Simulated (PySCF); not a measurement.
# BNH4: a changed input and its effect

System: BNH4 (Boranamine), SMILES BN.
Method of run A: GIAO PBE0/pcSseg-1 NMR shielding, non-relativistic, IEF-PCM benzene (PySCF 2.14.0).

The geometry comes from this level: PBE0-D3(BJ)/def2-SVP. Text and figures count atoms from 1; the logs count them from 0 in places.

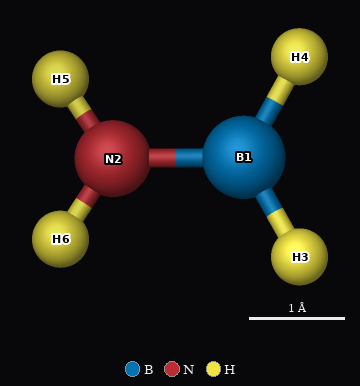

Fig. 1: The structure (ball-and-stick view, seen on its broad side; atoms are numbered from 1 in the order of the input). Bond lengths as drawn: B–H 1.21 Å, B–N 1.39 Å and H–N 1.01 Å.

The input, run A:
```
{"job": {"kind": "nmr", "xc": "PBE0", "basis": "pcSseg-1", "solvent": "benzene", "pop": true}, "charge": 0, "multiplicity": 1}
B     -0.581268    -0.028561    -0.170503
N      0.804794    -0.069356    -0.124616
H     -1.201453    -1.067639    -0.177415
H     -1.137548     1.045686    -0.202559
H      1.384025     0.760360    -0.117056
H      1.333475    -0.931607    -0.097016
```

The first line tells a small driver script what to run in PySCF; the rest is the geometry in Å.

Launched with:
```bash
OMP_NUM_THREADS=1 python <driver script> task.json out
```

Hardware: 1 CPU thread, shared host.

Output (run A):
```
coarse grid: 4632 points
cycle   1  E = -81.8937496145  dE = -3.547e-02  |g| = 3.002e-01  |ddm| = 1.848e+00
cycle   2  E = -81.8901593431  dE =  3.590e-03  |g| = 3.490e-01  |ddm| = 4.243e-01
cycle   3  E = -81.9156885065  dE = -2.553e-02  |g| = 5.360e-02  |ddm| = 2.116e-01
cycle   4  E = -81.9163958690  dE = -7.074e-04  |g| = 1.012e-02  |ddm| = 4.174e-02
cycle   5  E = -81.9164236005  dE = -2.773e-05  |g| = 9.190e-04  |ddm| = 8.338e-03
cycle   6  E = -81.9164238759  dE = -2.755e-07  |g| = 6.291e-05  |ddm| = 1.098e-03
final grid: 43688 points
cycle   7  E = -81.9240112210  dE = -1.154e-05  |g| = 5.576e-03  |ddm| = 1.248e-02
cycle   8  E = -81.9240052617  dE =  5.959e-06  |g| = 7.863e-03  |ddm| = 7.045e-03
cycle   9  E = -81.9240179510  dE = -1.269e-05  |g| = 5.272e-04  |ddm| = 4.086e-03
cycle  10  E = -81.9240180347  dE = -8.367e-08  |g| = 7.570e-05  |ddm| = 4.864e-04
cycle  11  E = -81.9240180361  dE = -1.428e-09  |g| = 9.063e-06  |ddm| = 6.213e-05
cycle  12  E = -81.9240180362  dE = -2.342e-11  |g| = 1.273e-06  |ddm| = 1.208e-05
converged SCF energy = -81.9240180362

GIAO shielding tensors (ppm)
atom      isotropic    diamagn.    paramagn.     s11        s22        s33       span
  0 B       63.341     195.974    -132.633     25.280     41.506    123.237     97.956
  1 N      138.007     317.743    -179.736     18.236    173.298    222.488    204.252
  2 H       26.544      29.843      -3.299     25.014     26.998     27.620      2.606
  3 H       26.546      29.900      -3.355     25.013     26.997     27.627      2.614
  4 H       26.463      30.258      -3.795     22.701     23.899     32.788     10.087
  5 H       26.466      30.161      -3.694     22.704     23.899     32.796     10.092
```

For run B the input was changed thus:
```diff
-"solvent": "benzene"
-"pop": true
+"solvent": "tetrahydrofuran"
+"pop": false
```

Predict how the results change.

The total energy of run B is 1.2 kcal/mol lower: the change of the electrostatic solvation energy at this fixed geometry, without cavity or dispersion terms. The dipole moment goes from 2.31 to 2.50 D. Of all shieldings, the largest change is that of N2, by −3.1 ppm. The number of SCF iterations is the same.

Output (run B):
```
coarse grid: 4632 points
cycle   1  E = -81.8961718986  dE = -3.782e-02  |g| = 2.967e-01  |ddm| = 1.848e+00
cycle   2  E = -81.8919969600  dE =  4.175e-03  |g| = 3.494e-01  |ddm| = 4.195e-01
cycle   3  E = -81.9176131527  dE = -2.562e-02  |g| = 5.221e-02  |ddm| = 2.089e-01
cycle   4  E = -81.9182819237  dE = -6.688e-04  |g| = 9.687e-03  |ddm| = 4.017e-02
cycle   5  E = -81.9183077777  dE = -2.585e-05  |g| = 7.867e-04  |ddm| = 8.156e-03
cycle   6  E = -81.9183079740  dE = -1.963e-07  |g| = 5.151e-05  |ddm| = 8.509e-04
final grid: 43688 points
cycle   7  E = -81.9258836962  dE = -1.169e-05  |g| = 5.521e-03  |ddm| = 1.247e-02
cycle   8  E = -81.9258779454  dE =  5.751e-06  |g| = 7.771e-03  |ddm| = 6.897e-03
cycle   9  E = -81.9258902954  dE = -1.235e-05  |g| = 5.115e-04  |ddm| = 3.989e-03
cycle  10  E = -81.9258903746  dE = -7.922e-08  |g| = 7.703e-05  |ddm| = 4.768e-04
cycle  11  E = -81.9258903761  dE = -1.499e-09  |g| = 9.618e-06  |ddm| = 6.227e-05
cycle  12  E = -81.9258903762  dE = -2.723e-11  |g| = 1.232e-06  |ddm| = 1.395e-05
converged SCF energy = -81.9258903762

GIAO shielding tensors (ppm)
atom      isotropic    diamagn.    paramagn.     s11        s22        s33       span
  0 B       63.963     195.860    -131.897     24.764     43.829    123.296     98.532
  1 N      134.918     317.913    -182.994     10.848    169.234    224.673    213.825
  2 H       26.614      29.968      -3.354     25.058     27.082     27.702      2.644
  3 H       26.616      30.027      -3.412     25.057     27.081     27.709      2.652
  4 H       26.180      30.019      -3.839     22.464     23.592     32.484     10.020
  5 H       26.184      29.922      -3.737     22.468     23.593     32.492     10.025
```

The two runs side by side:

| quantity | run A | run B |
| --- | --- | --- |
| outcome | converged | converged |
| total energy (hartree) | −81.924018 | −81.925890 |
| HOMO (eV) | −8.61 | −8.57 |
| LUMO (eV) | 0.34 | 0.30 |
| dipole moment (D) | 2.31 | 2.50 |
| shielding of B1 (ppm) | 63.3 | 64.0 |
| shielding of N2 (ppm) | 138.0 | 134.9 |
| shielding of H3 (ppm) | 26.5 | 26.6 |
| shielding of H4 (ppm) | 26.5 | 26.6 |
| shielding of H5 (ppm) | 26.5 | 26.2 |
| shielding of H6 (ppm) | 26.5 | 26.2 |
| SCF iterations | 12 | 12 |
| basis functions | 54 | 54 |
| wall time (shared host) | 1.6 s | 0.89 s |
